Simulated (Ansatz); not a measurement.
Input file:

```
crystal:
  periodic: [false, false, false]
  atoms:
    - {symbol: N, position_ang: [-0.240833, 1.480841, 0.528158]}
    - {symbol: C, position_ang: [0.223287, 0.570470, 1.269812]}
    - {symbol: O, position_ang: [0.450408, -0.683615, 0.881264]}
    - {symbol: B, position_ang: [0.221888, -1.217222, -0.395343]}
    - {symbol: N, position_ang: [-0.286814, -0.481100, -1.450536]}
    - {symbol: H, position_ang: [-0.323724, 2.347323, 1.049769]}
    - {symbol: H, position_ang: [0.496352, 0.696616, 2.321199]}
    - {symbol: H, position_ang: [0.502922, -2.372664, -0.507525]}
    - {symbol: H, position_ang: [-0.518911, 0.494716, -1.338095]}
    - {symbol: H, position_ang: [-0.441575, -0.886564, -2.355602]}
basis:
  gaussian: {orbitals: def2-TZVPP}
hamiltonian: {xc: pbe0, dispersion: d4}
output: {orbitals: {seedname: orbitals}}
```

Launched as:

```sh
ansatz run in.yaml --threads 2 --pin off --events-out ev --progress --plain --max-ram 4352MiB
```

Geometry: PBE0-D4/def2-TZVP.

The calculation used Ansatz 0.2.0, RKS PBE0-D4/def2-TZVPP.

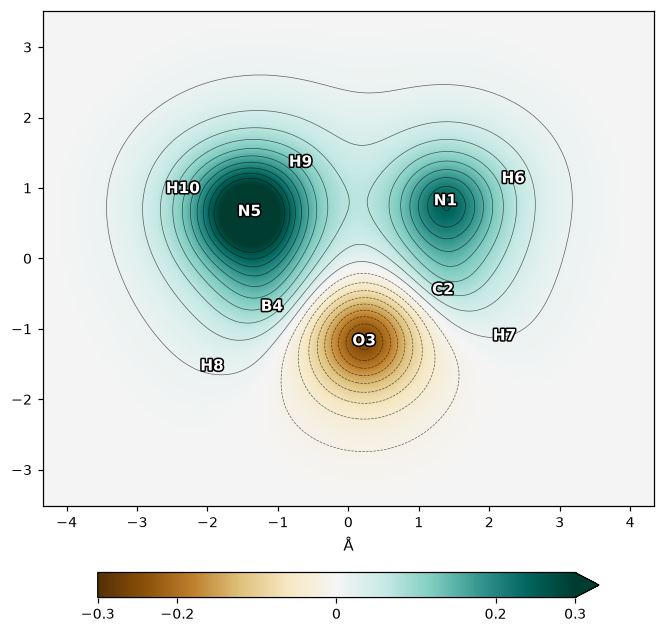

CH₅BN₂O. The HOMO on a plane 0.8 Å above the molecular plane (values in Å⁻³ᐟ²; the overall sign is arbitrary).

Question: Where does this orbital lie, and at what energy?

Answer: It lies mainly on N5 (about 45 %), O3 (about 20 %), N1 (about 15 %) and B4 (about 10 %); it changes sign across the molecular plane (π type); π-antibonding (a node) across O3–B4. Its energy is −7.99 eV.
